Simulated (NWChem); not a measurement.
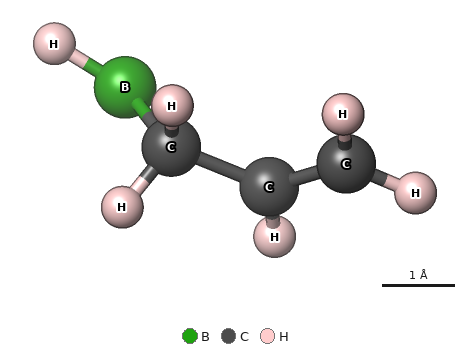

*The input geometry (ball-and-stick view, seen at a tilt).*

Bond lengths as drawn: B–C 1.56 Å, B–H 1.17 Å, C–C 1.32 to 1.50 Å and C–H 1.08 to 1.10 Å.

Energy and gradient calculation of C₃H₆B

C₃H₆B, multiplicity 2, SMILES [BH]CC=C, computed with HF/def2-SVP, UHF (NWChem 7.3.0).

The geometry comes from this level: GFN2-xTB.

What the program printed
```
E = -3852.501970 eV
forces (eV/A):
B     0.24518   -0.28154    0.55649
C     0.48167    0.02509    0.18023
C    -0.06608   -0.08469   -0.07600
C     0.04715   -0.03399    0.09220
H    -0.54775    0.28508   -0.71497
H    -0.13704    0.14784   -0.13714
H    -0.20173    0.11714   -0.08017
H     0.02746   -0.10922    0.16918
H     0.07122   -0.11755    0.20723
H     0.07996    0.05183   -0.19705
```

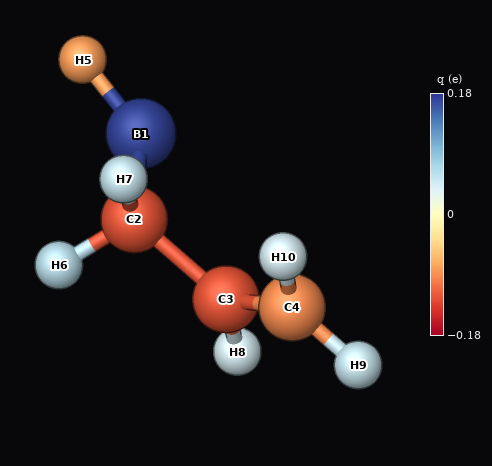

*Mulliken charges, as the colour of each atom (ball-and-stick view, seen at a tilt; atoms are numbered from 1 in the order of the input).*

By element: B +0.17, C −0.12 to −0.09 and H −0.08 to +0.06 e.

This output came from the following input.

Input
```python
from ase import Atoms
from ase.calculators.nwchem import NWChem

mol = Atoms('BCCCHHHHHH', positions=[
    [-1.844200, -0.064300, -0.811520],
    [-0.522940, 0.561320, -0.274150],
    [0.265650, -0.250380, 0.708400],
    [1.488500, -0.699660, 0.498160],
    [-2.490230, 0.374300, -1.676120],
    [-0.819270, 1.498670, 0.216910],
    [0.132470, 0.846500, -1.106220],
    [-0.243610, -0.479990, 1.635500],
    [2.011720, -1.297670, 1.225110],
    [2.021910, -0.488790, -0.416070],
])

calc = NWChem(
    label='c3h6b',
    theory='scf',
    memory='2200 mb',
    basis='def2-SVP',
    basispar='spherical bse',
    scf={'nopen': '1', 'uhf': None, 'thresh': '1e-08', 'maxiter': '80'},
)
mol.calc = calc

forces = mol.get_forces()
e = mol.get_potential_energy()
print(f"E = {e:.6f} eV")
print("forces (eV/A):")
for s, f in zip(mol.symbols, forces):
    print(f"{s:2s} {f[0]:10.5f} {f[1]:10.5f} {f[2]:10.5f}")
```

File c3h6b.nwi
```
title "c3h6b"

permanent_dir c3h6b

scratch_dir c3h6b

start c3h6b

geometry units angstrom nocenter noautosym noautoz
  B  -1.8442000000000001e+00 -6.4299999999999996e-02 -8.1152000000000002e-01
  C  -5.2293999999999996e-01 5.6132000000000004e-01 -2.7415000000000000e-01
  C  2.6565000000000000e-01 -2.5037999999999999e-01 7.0840000000000003e-01
  C  1.4884999999999999e+00 -6.9965999999999995e-01 4.9815999999999999e-01
  H  -2.4902299999999999e+00 3.7430000000000002e-01 -1.6761200000000001e+00
  H  -8.1927000000000005e-01 1.4986699999999999e+00 2.1690999999999999e-01
  H  1.3247000000000000e-01 8.4650000000000003e-01 -1.1062200000000000e+00
  H  -2.4360999999999999e-01 -4.7999000000000003e-01 1.6355000000000000e+00
  H  2.0117200000000000e+00 -1.2976700000000001e+00 1.2251099999999999e+00
  H  2.0219100000000001e+00 -4.8879000000000000e-01 -4.1607000000000000e-01
end

memory 2200 mb

basis spherical bse noprint
   * library def2-SVP
end

scf
  nopen 1
  uhf
  thresh 1e-08
  maxiter 80
end

task scf gradient
```

Command:
```bash
export ASE_NWCHEM_COMMAND="nwchem PREFIX.nwi > PREFIX.nwo"
python run.py
```

Results in brief

```json
{"quantity": "outcome", "value": "converged"}
{"quantity": "total energy", "value": "−141.576837 hartree"}
{"quantity": "basis functions", "value": "86"}
{"quantity": "largest force", "value": "0.945 eV/Å"}
{"quantity": "⟨S²⟩", "value": "0.756"}
{"quantity": "dipole moment", "value": "0.80 D"}
{"quantity": "hardware", "value": "1 thread of Intel Xeon (Granite Rapids), 64 GiB of memory available, shared host"}
{"quantity": "wall time", "value": "35 s"}
{"quantity": "peak memory", "value": "0.1 GiB"}
```
